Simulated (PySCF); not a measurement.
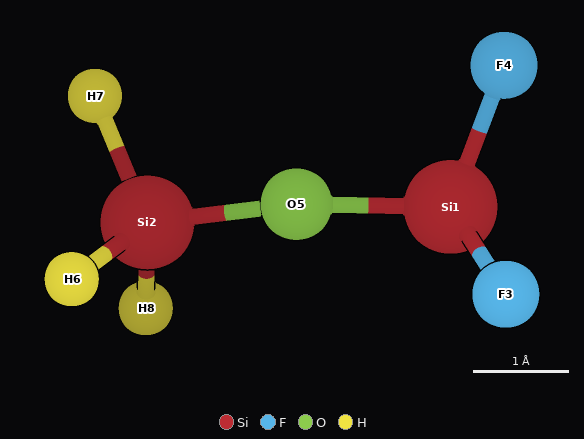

Fig. 1: The structure (ball-and-stick view, seen at a tilt; atoms are numbered from 1 in the order of the input).

## Run report: Si$_{2}$H$_{3}$OF$_{2}$, EPR calculation

Si$_{2}$H$_{3}$OF$_{2}$, multiplicity 2, computed with UKS B3LYP, IGLO-III on F O Si, pcH-1 on H, non-relativistic, mean-field spin-orbit, GIAO (PySCF 2.14.0).

**Input**
```
{"job": {"kind": "epr"}, "charge": 0, "multiplicity": 2}
Si    -1.491182    -0.539132     0.898814
Si     1.317723     0.261775    -0.465537
F     -2.444086    -1.484129     0.001345
F     -2.398390     0.719483     1.346377
O     -0.268820     0.002361    -0.028158
H      1.441287     0.042372    -1.931997
H      1.692383     1.660976    -0.119253
H      2.197108    -0.692223     0.270498
```

The first line tells a small driver script what to run in PySCF; the rest is the geometry in Å.

Run as:
```bash
OMP_NUM_THREADS=1 python <driver script> task.json out
```

**The program's output**
```
UKS, coarse grid
  cycle   1  E = -855.85104182  |g| = 8.03e-01
  cycle   2  E = -855.33455880  |g| = 1.46e+00
  cycle   3  E = -856.05229503  |g| = 1.14e-01
  cycle   4  E = -856.05487409  |g| = 9.12e-02
  cycle   5  E = -856.05738992  |g| = 1.16e-02
  cycle   6  E = -856.05743396  |g| = 2.12e-03
  cycle   7  E = -856.05743538  |g| = 6.36e-04
UKS, final grid
  cycle   1  E = -856.05736138  |g| = 6.31e-04
  cycle   2  E = -856.05736125  |g| = 9.10e-04
  cycle   3  E = -856.05736151  |g| = 1.61e-04
  cycle   4  E = -856.05736152  |g| = 2.65e-05
E = -856.05736152 Eh   <S^2> = 0.7511 (exact 0.7500)
g shifts (ppm)      1          2          3
  rmc          -222       -222       -222
  gc            114        108         52
  oz_so       -2279      -1623       -321
  total       -2387      -1737       -491
hyperfine (MHz)  atom isotope    a_iso     a_fc   dipolar eigenvalues
    0  29Si   -1326.72   -1327.77   -110.10     54.89     55.21
    1  29Si       0.75       0.73     -2.14      0.85      1.29
    2   19F     358.11     357.28   -132.96   -127.25    260.21
    3   19F     355.99     355.15   -132.51   -126.82    259.33
    4   17O     -70.79     -70.79    -28.13     13.49     14.63
    5    1H       4.78       4.78     -1.14     -0.88      2.02
    6    1H       0.72       0.72     -1.21     -0.99      2.20
    7    1H      -0.43      -0.43     -1.68     -1.32      3.00
```

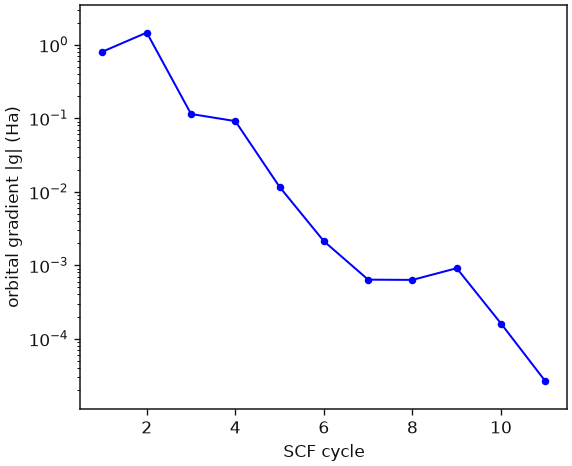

Fig. 2: Convergence of the self-consistent field: orbital gradient |g| against the SCF cycle. All cycles printed in the log are drawn one after another.

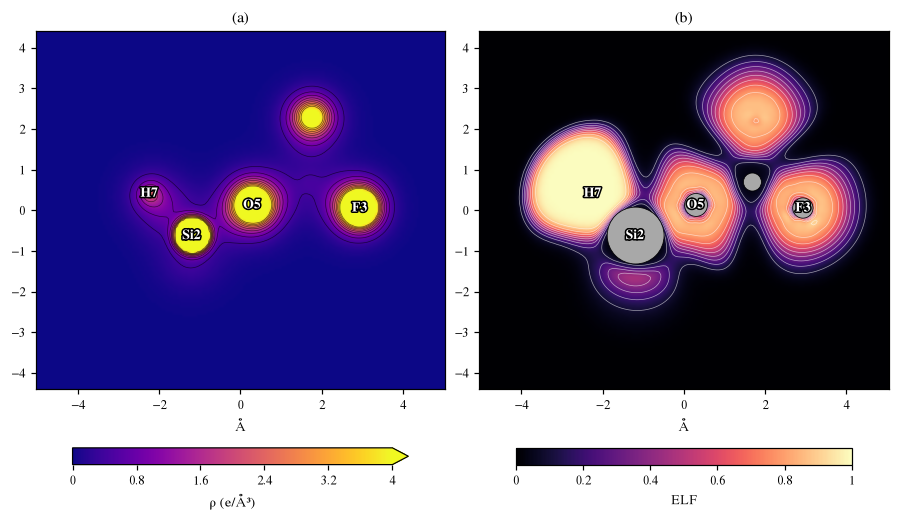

Fig. 3: (a) total electron density; (b) electron localisation function on the plane of atoms O5, Si2 and H7. Grey discs, where drawn, cover atomic cores. Atoms in the plane: Si, F, O and H.

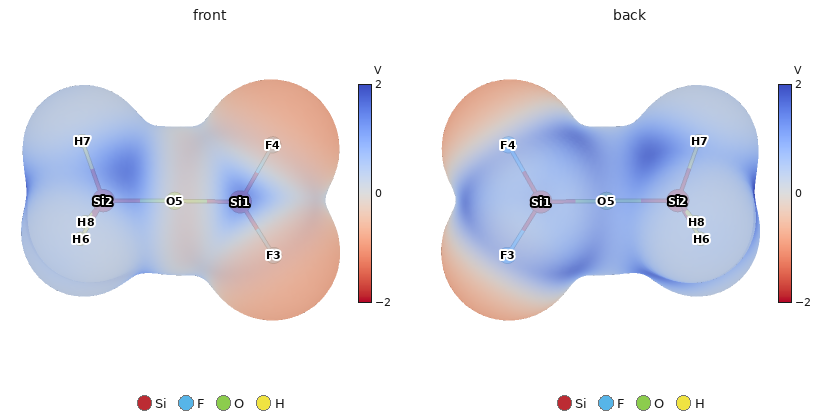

Fig. 4: The electrostatic potential painted on the density surface at 0.002 e/bohr³, seen face on and from behind; the colour scale runs from red (negative) to blue (positive).

**Results in brief**

```json
{"quantity": "outcome", "value": "converged"}
{"quantity": "total energy", "value": "−856.057362 hartree"}
{"quantity": "⟨S²⟩", "value": "0.751"}
{"quantity": "isotropic g", "value": "2.0008"}
{"quantity": "hardware", "value": "1 CPU thread, shared host"}
{"quantity": "wall time", "value": "36 s"}
{"quantity": "peak memory", "value": "0.74 GiB"}
```
